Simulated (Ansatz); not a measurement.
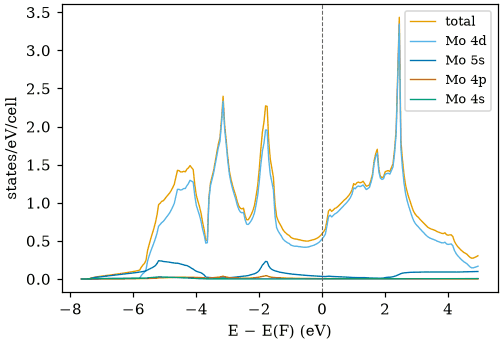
Total and projected density of states of Mo (bcc (W type), space group No. 229), plane-wave PAW LDA (Ansatz code)

Task: Which orbitals carry the states next to the Fermi level?

Result: Within 0.5 eV of the Fermi level: Mo 4d 89 %, Mo 5s 5 %. Projections are on Löwdin-orthogonalised atomic valence shells; empty p or d shells of many metals are not among them.

Task: Where is the tallest occupied peak in this window, and what makes it?

Result: Near -3.1 eV, about 2.4 states/eV per cell; the largest projected share is Mo 4d.

Space group Im-3m (bcc (W type)). Symmetry was held in the LDA relaxation. The run is not spin-polarised. Spin–orbit coupling is left out wherever it is not named.

Potentials: the earlier of the program's two PAW sets. The files were generated under PBE; for other functionals the program regenerates the frozen cores, and for LDA and PBEsol the local potential too.
